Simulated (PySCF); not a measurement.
C₆H₁₄ClFSi

```yaml
atoms:
  - { symbol: C, position_ang: [3.6950, -0.4355, 0.5221] }
  - { symbol: Si, position_ang: [2.2307, 0.5617, -0.1441] }
  - { symbol: C, position_ang: [0.6294, -0.3566, 0.3803] }
  - { symbol: Cl, position_ang: [0.4910, -0.1646, 2.1626] }
  - { symbol: C, position_ang: [-0.6621, 0.0817, -0.3048] }
  - { symbol: C, position_ang: [-1.0395, 1.5185, 0.0364] }
  - { symbol: C, position_ang: [-1.7965, -0.9003, 0.0264] }
  - { symbol: C, position_ang: [-3.1486, -0.5362, -0.5652] }
  - { symbol: F, position_ang: [-1.4335, -2.1426, -0.4817] }
  - { symbol: H, position_ang: [3.6556, -0.5144, 1.6051] }
  - { symbol: H, position_ang: [4.6359, 0.0377, 0.2596] }
  - { symbol: H, position_ang: [3.7080, -1.4443, 0.1185] }
  - { symbol: H, position_ang: [2.2397, 0.6213, -1.6115] }
  - { symbol: H, position_ang: [2.2195, 1.9105, 0.4269] }
  - { symbol: H, position_ang: [0.7490, -1.4318, 0.2285] }
  - { symbol: H, position_ang: [-0.4766, 0.0063, -1.3834] }
  - { symbol: H, position_ang: [-0.2055, 2.1782, -0.1863] }
  - { symbol: H, position_ang: [-1.2786, 1.6079, 1.0933] }
  - { symbol: H, position_ang: [-1.8954, 1.8454, -0.5469] }
  - { symbol: H, position_ang: [-1.8762, -1.0403, 1.1120] }
  - { symbol: H, position_ang: [-3.8196, -1.3858, -0.4604] }
  - { symbol: H, position_ang: [-3.0507, -0.3020, -1.6228] }
  - { symbol: H, position_ang: [-3.5756, 0.3121, -0.0407] }
```

Geometry: GFN2-xTB.

The calculation used PBE0/pcSseg-1, SCF density, gas phase, non-relativistic (PySCF 2.14.0).

### Predict the electron density and electron localisation function between the atoms.

C–F (1.39 Å): ρ is about 2 e/Å³ halfway, with its minimum of 1.6 e/Å³ about 0.5 Å from C; the ELF peaks at about 0.85 between the atoms; a polar covalent bond.
C–C (1.52 Å): ρ at the midpoint is about 1.6 e/Å³; the ELF peaks at about 0.95 between the atoms, as expected for a shared electron pair.
C–H (1.09 Å): ρ at the midpoint is about 2 e/Å³; the ELF climbs to about 1 towards the hydrogen, as it does in any bond to H; a covalent bond by its length.

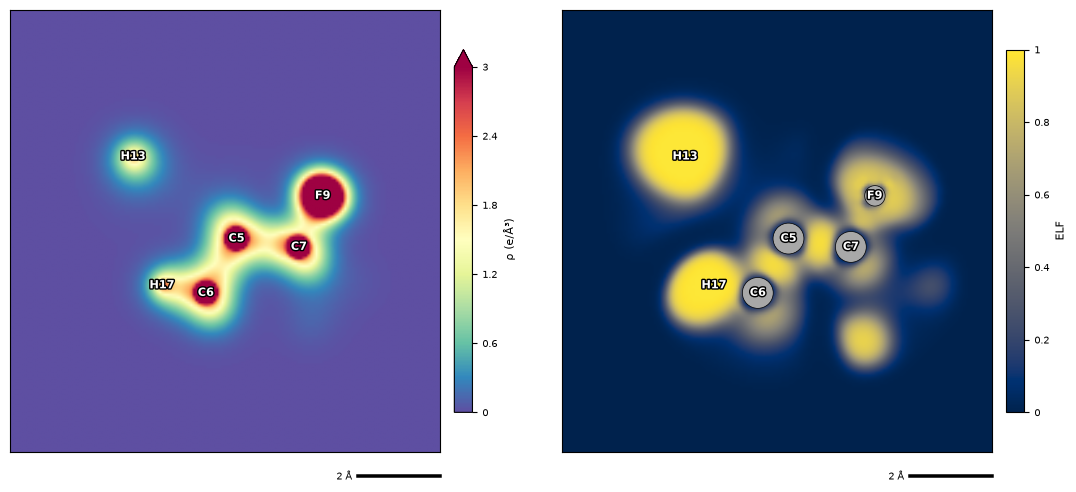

Computed electron density and electron localisation function on the plane of atoms C6, C5 and C7, in this order. Grey discs cover the atomic cores in the ELF map. 
